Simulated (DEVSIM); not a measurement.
System: Si n-i-p diode, at 400 K.

| layer (left to right) | material | thickness (μm) | Nd (cm⁻³) | Na (cm⁻³) | τn (s) | τp (s) |
|---|---|---|---|---|---|---|
| 1 | Si | 0.140 | 1.7e19 | - | 6.4e-5 | 6.4e-5 |
| 2 | Si | 1.50 | - | 5.2e13 | 6.4e-5 | 6.4e-5 |
| 3 | Si | 1.30 | - | 5.4e18 | 6.4e-5 | 6.4e-5 |

Left contact: ohmic. Right contact: ohmic. Voltage is applied to the left contact. Recombination: SRH at mid-gap. Mobility is μmin + (μ − μmin)/(1 + (N/Nref)^α).

This is a model device: material constants are rounded textbook-type values typed into the input, and sizes, dopings and lifetimes were drawn at random. Values at 300 K; Nc and Nv go as T^1.5, mobilities as T to minus their exponent, the gap by Varshni's rule with the affinity fixed.

```csv
parameter,Si
gap (eV),1.124
affinity (eV),4.05
permittivity,11.7
Nc (cm⁻³),2.86e19
Nv (cm⁻³),3.1e19
μn (cm²/Vs),1417
μp (cm²/Vs),470
"μn,min",52
"μp,min",45
"Nref,n",9.7e16
"Nref,p",2.2e17
αn,0.68
αp,0.72
T exponent of μn,2.3
T exponent of μp,2.2
Varshni α (eV/K),0.000473
Varshni β (K),636
```

DEVSIM, 1D drift-diffusion, Boltzmann statistics, complete ionisation; no tunnelling, impact ionisation, image-force lowering or self-heating.

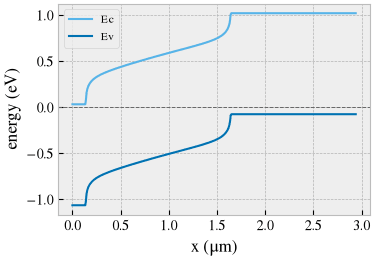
Band edges at zero bias

Energies count from the Fermi level of the right contact; mesh points crowd at the junctions.

| x (μm) | Ec (eV) | Ev (eV) | n (cm⁻³) | p (cm⁻³) | field (V/cm) |
|---|---|---|---|---|---|
| 0.000 | 0.033 | -1.064 | 1.7e19 | 1900000 | ≈ 0 |
| 0.02275 | 0.033 | -1.064 | 1.7e19 | 1900000 | ≈ 0 |
| 0.06194 | 0.033 | -1.064 | 1.7e19 | 1900000 | ≈ 0 |
| 0.1051 | 0.033 | -1.064 | 1.7e19 | 1900000 | ≈ 0 |
| 0.1400 | 0.080 | -1.017 | 4.4e18 | 7400000 | 220000 |
| 0.1657 | 0.232 | -0.865 | 5.3e16 | 6.1e8 | 24000 |
| 0.2222 | 0.308 | -0.788 | 5.7e15 | 5.6e9 | 8600 |
| 0.3913 | 0.398 | -0.698 | 4.2e14 | 7.7e10 | 3900 |
| 0.6998 | 0.502 | -0.594 | 2.1e13 | 1.6e12 | 3100 |
| 1.143 | 0.630 | -0.466 | 5.0e11 | 6.4e13 | 2800 |
| 1.418 | 0.714 | -0.383 | 4.5e10 | 7.2e14 | 3700 |
| 1.569 | 0.796 | -0.301 | 4.2e9 | 7.7e15 | 9300 |
| 1.620 | 0.872 | -0.224 | 4.5e8 | 7.2e16 | 28000 |
| 1.642 | 1.008 | -0.089 | 8800000 | 3.6e18 | 64000 |
| 1.687 | 1.021 | -0.075 | 6000000 | 5.4e18 | ≈ 0 |
| 1.761 | 1.021 | -0.075 | 6000000 | 5.4e18 | ≈ 0 |
| 1.923 | 1.021 | -0.075 | 6000000 | 5.4e18 | ≈ 0 |
| 2.240 | 1.021 | -0.075 | 6000000 | 5.4e18 | ≈ 0 |
| 2.692 | 1.021 | -0.075 | 6000000 | 5.4e18 | ≈ 0 |
| 2.830 | 1.021 | -0.075 | 6000000 | 5.4e18 | ≈ 0 |
| 2.898 | 1.021 | -0.075 | 6000000 | 5.4e18 | ≈ 0 |
| 2.940 | 1.021 | -0.075 | 6000000 | 5.4e18 | ≈ 0 |
